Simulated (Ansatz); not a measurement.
# C2H2F2 (vinylidene fluoride) at CCSD(T)/aug-cc-pVDZ

Aim: the vertical ionisation energy of C2H2F2 (vinylidene fluoride) at CCSD(T)/aug-cc-pVDZ, from 2 runs. 

Program for the calculation: Ansatz 0.2.0.

47 further runs of the same task are left out: 47 set aside as unsound or not needed.

**1. The structure to begin with**

C2H2F2 has 6 atoms, charge 0, and is taken as a singlet. As SMILES, `C=C(F)F`. The coordinates come from a PBE0-D4/def2-TZVP relaxation.

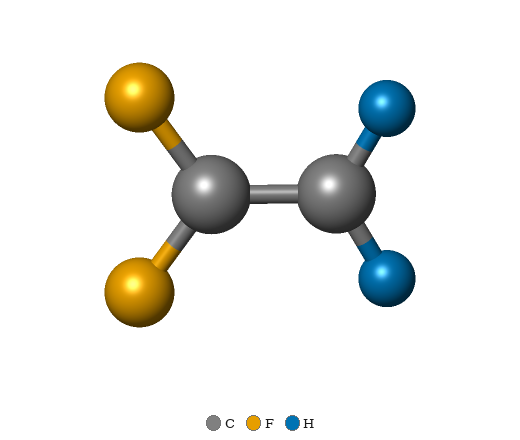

The structure, seen from a chosen angle (carbon grey, fluorine amber, hydrogen blue).

**2. A single-point energy at CCSD(T)/aug-cc-pVDZ**

in.yaml

```yaml
crystal:
  periodic: [false, false, false]
  atoms:
    - {symbol: C, position_ang: [-0.115900, 0.471000, -0.544400]}
    - {symbol: C, position_ang: [0.105000, -0.394600, 0.420100]}
    - {symbol: F, position_ang: [-0.454900, -0.363600, 1.607600]}
    - {symbol: F, position_ang: [0.919200, -1.422100, 0.343000]}
    - {symbol: H, position_ang: [0.394200, 0.360600, -1.488400]}
    - {symbol: H, position_ang: [-0.805600, 1.284800, -0.384200]}
basis:
  gaussian: {orbitals: aug-cc-pVDZ}
correlation: {method: ccsd_t, frozen_orbitals: {C: 1, F: 1, H: 0}}
accuracy: high
scf: {omitted_lower_state_checks: [cluster_reference, increment]}
```

On the command line:

```bash
$ ansatz run in.yaml --threads 1 --pin off --max-ram 3480MiB --events-out events.jsonl --progress --plain --runs-dir runs
```

The program printed, cut to the lines that bear on the results:

```text
Warning: RAYON_NUM_THREADS=1 ignored (pool sized by the plan → 1); use --threads N
Functional definition: HF
  name "HF"
[...]
2192 factors; integrals over basis functions are off by at most 3.1e-9 eV
[...]
mean field -7504.26768673 eV, -275.7767509119 hartree, gradient 2.9e-8 eV, S^2 0.000000; 0 other end points of the search recorded, 0 dependent functions left out
4 core orbitals not correlated: weight in the atoms' cores, before any rotation towards them, 1.000 or more for the frozen orbitals, at most 0.000 for the correlated occupied ones
reference -7504.26768673 eV, -275.7767509119 hartree; 12, 12 occupied and 94, 94 virtual orbitals, 2192 factors
second order -18.30398753 eV of doubles, -0.00000000 eV of singles
cycle   1  -18.33700950 eV  change   -3.3e-2 eV  update   9.9e-2
[...]
cycle  20  -18.86600597 eV  change   8.5e-10 eV  update   2.6e-9
perturbative correction -0.58564528 eV, -0.0215220670 hartree
Total energy: -7523.71933798 eV, -276.4915859105 hartree
Checks for a lower state left out: cluster_reference, increment
```

Wall time 44 s (1 thread of Arm Neoverse V1, shared host); peak memory 0.97 GiB.

**3. The doublet cation at the same level**

run.yaml

```yaml
crystal:
  periodic: [false, false, false]
  atoms:
    - symbol: C
      position_ang: [-0.115900, 0.471000, -0.544400]
    - symbol: C
      position_ang: [0.105000, -0.394600, 0.420100]
    - symbol: F
      position_ang: [-0.454900, -0.363600, 1.607600]
    - symbol: F
      position_ang: [0.919200, -1.422100, 0.343000]
    - symbol: H
      position_ang: [0.394200, 0.360600, -1.488400]
    - symbol: H
      position_ang: [-0.805600, 1.284800, -0.384200]
basis:
  gaussian: {orbitals: aug-cc-pVDZ}
scf: {omitted_lower_state_checks: [cluster_reference, increment]}
accuracy: high
total_charge: 1
correlation: {method: ccsd_t, frozen_orbitals: {C: 1, F: 1, H: 0}}
magnetization: {spin_polarized: true, initial_magnetization: 1}
```

On the command line:

```bash
$ ansatz run run.yaml --threads 1 --pin off --max-ram 3480MiB --events-out events.jsonl --progress --plain --runs-dir runs
```

The program printed, cut to the lines that bear on the results:

```text
Warning: RAYON_NUM_THREADS=1 ignored (pool sized by the plan → 1); use --threads N
Functional definition: HF
  name "HF"
[...]
2192 factors; integrals over basis functions are off by at most 3.1e-9 eV
[...]
mean field -7494.86379534 eV, -275.4311642774 hartree, gradient 1.9e-8 eV, S^2 0.755654; 0 other end points of the search recorded, 0 dependent functions left out
4 core orbitals not correlated: weight in the atoms' cores, before any rotation towards them, 1.000 or more for the frozen orbitals, at most 0.000 for the correlated occupied ones
reference -7494.86379534 eV, -275.4311642774 hartree; 12, 11 occupied and 94, 95 virtual orbitals, 2192 factors
second order -17.17826766 eV of doubles, -0.00000000 eV of singles
cycle   1  -17.22573230 eV  change   -4.7e-2 eV  update   1.2e-1
[...]
cycle  22  -17.81726543 eV  change  -4.6e-10 eV  update   1.2e-9
perturbative correction -0.54452087 eV, -0.0200107729 hartree
Total energy: -7513.22558164 eV, -276.1059474780 hartree
Checks for a lower state left out: cluster_reference, increment
```

Run time: 2.7 min. Hardware: 1 thread of Arm Neoverse V1, shared host; peak memory 2.1 GiB.

**4. Summary of results**

Level: CCSD(T)/aug-cc-pVDZ, 4 core orbitals frozen.

| quantity | value |
| --- | --- |
| singlet C2H2F2: total energy | -276.49159 Eh |
| singlet C2H2F2: correlation energy (4 core orbitals frozen) | -714.8 mEh |
| singlet C2H2F2: (T) correction | -21.52 mEh |
| singlet C2H2F2: T1 diagnostic | 0.013 |
| doublet cation: total energy | -276.10595 Eh |
| doublet cation: correlation energy (4 core orbitals frozen) | -674.8 mEh |
| doublet cation: (T) correction | -20.01 mEh |
| doublet cation: ⟨S²⟩ of the reference determinant | 0.756 |
| doublet cation: T1 diagnostic | 0.020 |
| vertical ionisation energy (to the doublet cation) | 10.494 eV |

**Reading.** Removing an electron at fixed nuclei costs 10.49 eV (242 kcal/mol). The triples (singlet C2H2F2) make up 3.0 % of the correlation energy. The triples (doublet cation) make up 3.0 % of the correlation energy.
